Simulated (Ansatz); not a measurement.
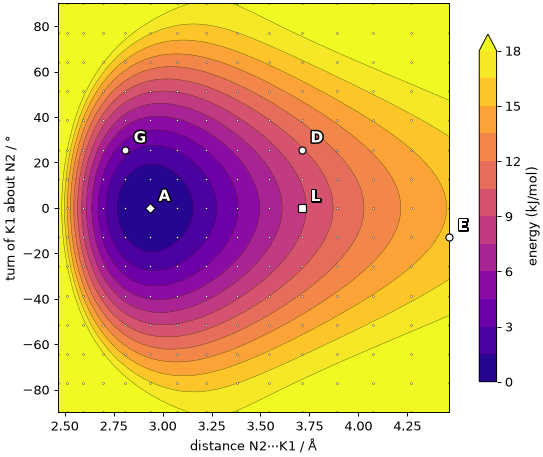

KN2, charge +1. The turn is about an axis along (0.99, 0.11, 0.00) in the frame of the relaxed pair, normal to the line between the partners. Coordinates scanned: (1) distance N2···K1; (2) turn of K1 about N2. Grid: 15 × 15 points; 120 points were computed and 105 follow by symmetry. Points are written as (first, second). Energies are in kJ/mol, from the lowest grid point. Method: Ansatz, RHF-MP2, frozen core/def2-TZVPD.

In the figure: filled contours, dots at the grid points, one colour for all values above the top of the scale, lettered points. Between grid points the surface is interpolated.

Is L the lowest point of the computed grid?

No. L lies 8.8 kJ/mol above the lowest grid point, which is at (2.937 Å, 0.0°).

What kind of point is each of A, D, G, L: minimum, saddle, maximum or slope?

A: minimum; D: on a slope; G: on a slope; L: on a slope. (In these two coordinates alone; a stationary point may lie a little off the grid point.)
